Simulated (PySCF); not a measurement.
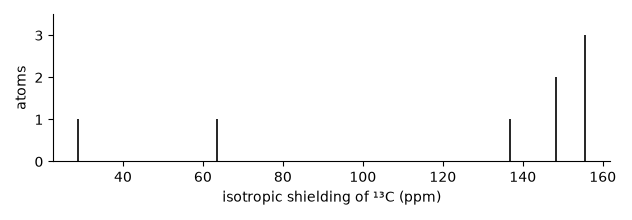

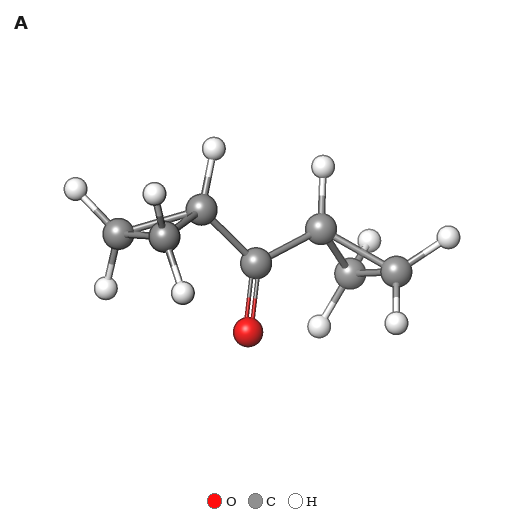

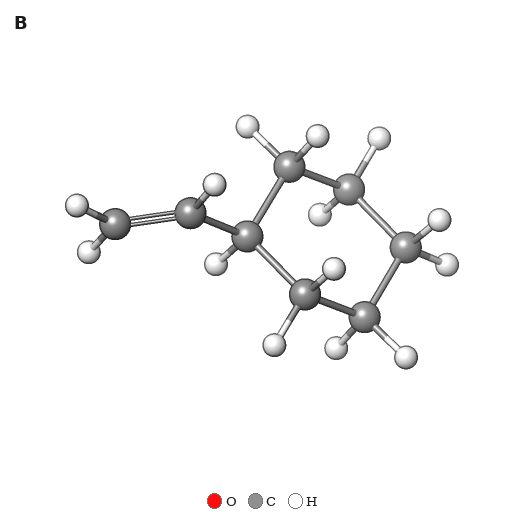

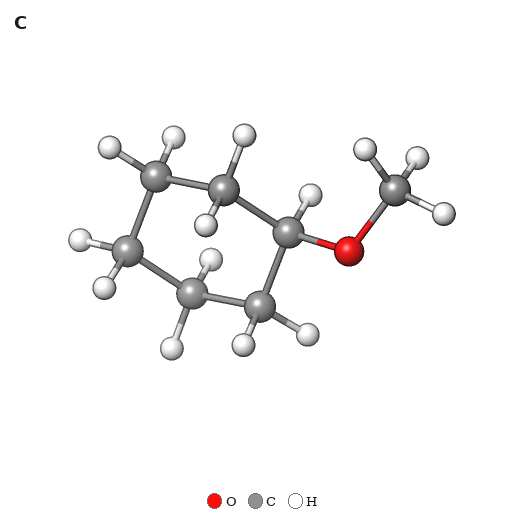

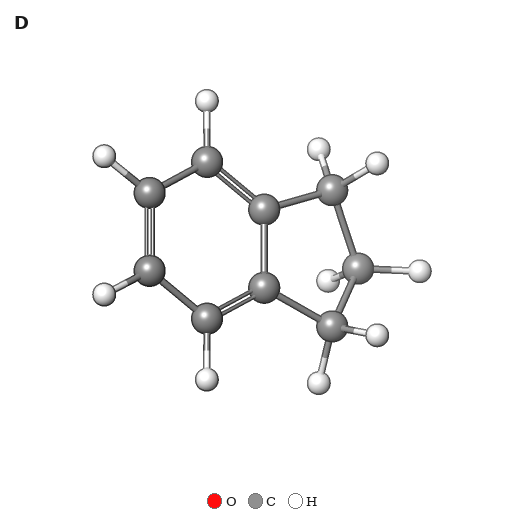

The sticks are computed shieldings of one of the molecules, for one fixed geometry (PBE0-D3(BJ)/def2-SVP) without averaging over rotations. Low shielding means a high chemical shift. Method: GIAO mPW1PW91/pcSseg-1 NMR shielding, non-relativistic, gas phase (PySCF 2.14.0).

Which molecule gives this pattern?

Answer. B, `C=CC1CCCCC1`. Its 8 C atoms give lines at 28.9, 63.5, 136.8, 148.3 (2 atoms), 155.5 (3 atoms) ppm.
